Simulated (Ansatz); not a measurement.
```sh
ansatz run in.yaml --threads 2 --pin off --events-out ev --progress --plain --max-ram 4352MiB
```

```yaml
crystal:
  periodic: [false, false, false]
  atoms:
    - {symbol: Si, position_ang: [1.041555, 0.283288, 1.383631]}
    - {symbol: Si, position_ang: [0.763716, -1.569416, 0.149636]}
    - {symbol: Br, position_ang: [-1.023379, 0.263468, -0.160774]}
    - {symbol: H, position_ang: [-0.792618, 1.042403, -1.382223]}
basis:
  gaussian: {orbitals: def2-TZVPP}
correlation: {method: ccsd_t}
```

What structure does this define?

It has 4 atoms: 1 bromine, 1 hydrogen and 2 silicon (BrHSi₂). This geometry has Cs symmetry. Coordination, clear cases only: 1 Br trigonal pyramidal.

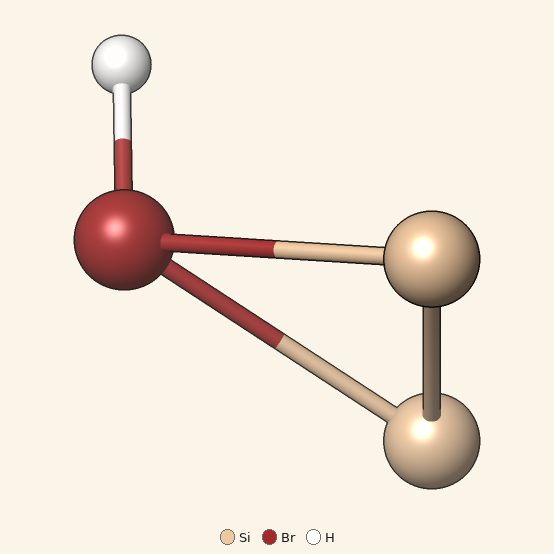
